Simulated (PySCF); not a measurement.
C4HF4O3 (charge −1)

The calculation's input:

```
{"job": {"kind": "nmr", "xc": "PBE0", "basis": "pcSseg-1"}, "charge": -1, "multiplicity": 1}
O      2.401301    -1.498219     0.465341
C      2.430774    -0.329199     0.717153
O      3.132099     0.487275     1.224003
O      1.031237     0.413091     0.240277
C      0.173252    -0.351179    -0.393382
F      0.118589    -0.052605    -1.790661
C     -1.251046    -0.170801     0.106090
F     -1.824938    -1.244344     0.690986
C     -1.938782     0.960504     0.065264
F     -3.178745     1.122164     0.549610
F     -1.532630     2.089918    -0.482926
H      0.440088    -1.427291    -0.358905
```

Run with:

```sh
OMP_NUM_THREADS=1 python probes_run.py task.json out
```

Geometry: GFN2-xTB.

Theory: PySCF 2.14.0, PBE0/pcSseg-1, SCF density, gas phase, non-relativistic.

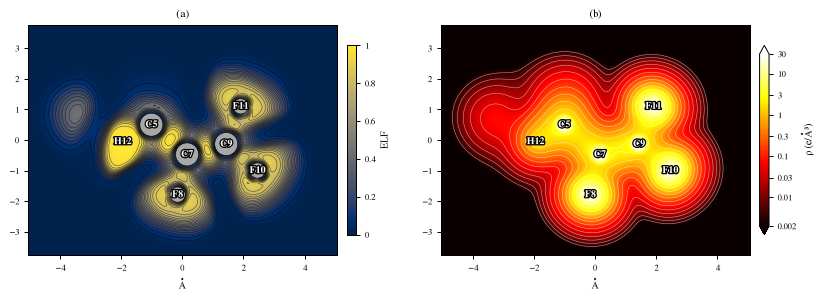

Figure 1. (a) electron localisation function; (b) total electron density on the plane of atoms F10, C9 and F11. Grey discs cover the atomic cores in the ELF map.

> What does the map show?

- Atoms in the plane: C, F and H.
- C–F (1.32 Å): ρ is about 2.5 e/Å³ halfway; the ELF peaks at about 0.85 between the atoms; a polar covalent bond.
- C–C (1.32 Å): ρ is about 2.3 e/Å³ halfway; the ELF peaks at about 0.90 between the atoms: a short, multiple covalent bond.
- C–H (1.11 Å): the density is about 2.1 e/Å³ at the midpoint; the ELF climbs to about 1 towards the hydrogen, as it does in any bond to H: an ordinary covalent bond to hydrogen.
- C–C (1.52 Å): ρ at the midpoint is about 1.7 e/Å³; the ELF peaks at about 0.95 between the atoms; localised, covalent bonding.
- The ELF also peaks beside F8, F10 and F11, away from the bonds: lone-pair regions.

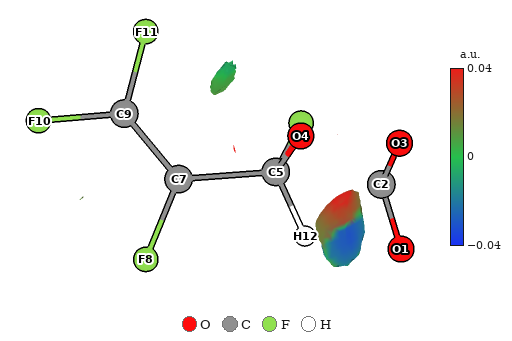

Figure 2. Non-covalent interaction (NCI) plot: the surface where the reduced density gradient is 0.6, for densities under 0.05 a.u., coloured by sign(λ₂)ρ; seen at a tilt.

> What holds or crowds the atoms apart from the covalent bonds?

- H12···O1 (2.1 Å): a weak contact, attractive (blue-green) on one side and crowded (olive to red) on the other
- Between F6 and C5 on one side and F11 and C9 on the other: a weak contact (green)
- Between F11 and C9 on one side and C5 and O4 on the other: a weak contact (green)
